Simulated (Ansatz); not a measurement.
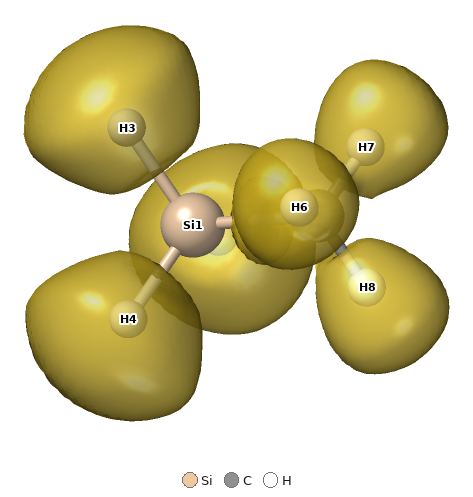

Figure. CH₆Si. Isosurface of the ELF at 0.85 (yellow), seen at a tilt. Only the valence region is drawn (cores and ρ < 0.01 e/Å³ removed).

The product side of a reaction path; geometry: PBE0-D4/def2-TZVP.

Computed with RKS PBE0-D4/def2-TZVPP in Ansatz 0.2.0.

```json
{"atom": "Si", "x (Å)": "-0.6083", "y (Å)": "-0.5769", "z (Å)": "-0.2789"}
{"atom": "C", "x (Å)": "0.6796", "y (Å)": "0.6446", "z (Å)": "0.3118"}
{"atom": "H", "x (Å)": "-1.3105", "y (Å)": "-1.2007", "z (Å)": "0.8753"}
{"atom": "H", "x (Å)": "0.0229", "y (Å)": "-1.6603", "z (Å)": "-1.0805"}
{"atom": "H", "x (Å)": "-1.6239", "y (Å)": "0.0999", "z (Å)": "-1.1304"}
{"atom": "H", "x (Å)": "1.4260", "y (Å)": "0.1494", "z (Å)": "0.9371"}
{"atom": "H", "x (Å)": "0.2181", "y (Å)": "1.4408", "z (Å)": "0.9001"}
{"atom": "H", "x (Å)": "1.1960", "y (Å)": "1.1033", "z (Å)": "-0.5344"}
```

**Identify the bonds, lone pairs and shells in this picture.**

The ELF exceeds this value in one region between bonded C–Si atoms (shared pairs) and six regions around hydrogen nuclei. Along the contacts the grid gives the following. C–Si (1.87 Å): the ELF peaks at about 0.95 between the atoms; a covalent bond. C–H (1.09 Å): the ELF climbs to about 1 towards the hydrogen, as it does in any bond to H; a covalent bond by its length.
